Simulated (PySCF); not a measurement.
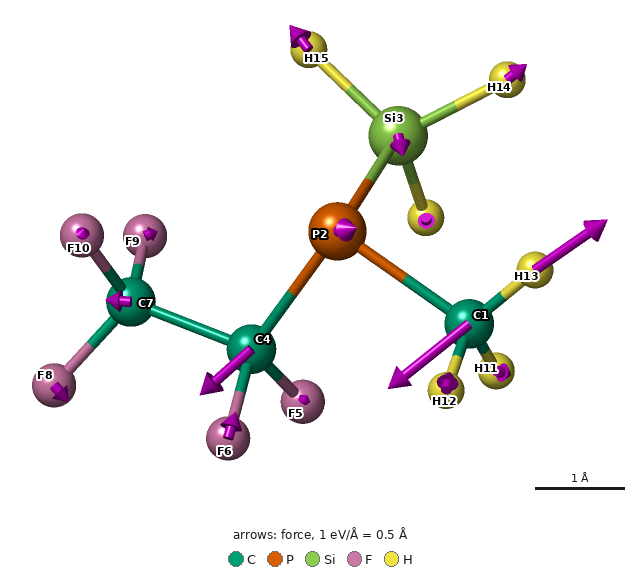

Starting geometry of C3H6F5PSi with the computed forces as purple arrows. A ball-and-stick model, seen from a free direction.

The start comes from GFN2-xTB. Its atoms were then displaced at random by about 0.01 Å.

These are results of PySCF, PBE0-D3(BJ)/def2-SVP geometry optimisation, gas phase, not measurements. 

What follows when this structure is relaxed?

Answer. It isn't relaxed: the largest force vector, on a C atom, is 2.38 eV/Å. The final displacements have little in common with the starting forces (cosine between the two patterns 0.23). After 6 geometry steps the energy has fallen by 0.197 eV. An F atom moves most after the best rigid fit: 0.21 Å. By element the largest moves are F 0.21 Å, H 0.11 Å, C 0.10 Å, P 0.04 Å, Si 0.04 Å. Among the contacts that change: C–H 1.046 → 1.100 Å, C–P 1.849 → 1.895 Å, H–Si 1.450 → 1.489 Å, H–Si 1.465 → 1.495 Å. Among the angles between lasting bonds that change: H–C–H 113.7° → 109.5°, P–C–C 110.8° → 114.3°, C–C–F 114.0° → 110.6°.
